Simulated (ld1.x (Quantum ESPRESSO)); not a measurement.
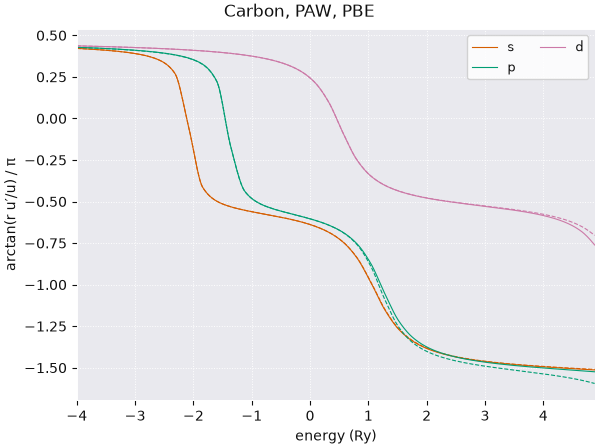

Unwrapped phase arctan(r u′/u) in units of π against energy, all-electron (solid) and pseudo (dashed); the pseudo phase is matched to the all-electron one at the reference energy. Here u = r R(r).

```json
{"Element": "carbon", "Generator": "ld1.x (Quantum ESPRESSO) 7.5", "Type": "PAW", "Functional": "PBE", "Relativity": "scalar-relativistic", "Frozen core": "[He]", "Valence charge": "4", "Reference configuration": "2s2 2p1 (charge +1)", "Partial waves": "2s (bound): rcutus 1.35 bohr; 2s channel at -1.5 Ry: rcutus 1.35 bohr; 2p (bound): rcutus 2.35 bohr; 2p channel at 0.15 Ry: rcutus 2.35 bohr; 3d channel at 0.1 Ry: rc 2.25 bohr", "Local potential": "the d channel", "Core correction": "Bessel-smoothed model core inside 1.00 bohr", "Augmentation charge": "BESSEL, radius 1.15 bohr"}
```

> Where are the poles, the energies at which the radial function vanishes at the test radius? (There the phase passes a half-integer multiple of π.)

s: all-electron at -1.6 and 4.2 Ry, pseudo at -1.6 and 4.4 Ry; p: all-electron at -0.9 and 4.0 Ry, pseudo at -0.9 and 3.2 Ry; d: all-electron at 2.4 Ry, pseudo at 2.4 Ry.

> Is there a sign of a ghost state?

The plot shows none: the two phases stay within 0.22 rad of each other in all channels drawn. The separate test gives: no ghost state below the valence levels in the s, p, d, f channels.

> How far from the reference energy is each channel transferable, at a tolerance of 0.05 rad?

s: over the whole range drawn; p: up to about 1.0 Ry; d: up to about 4.4 Ry.
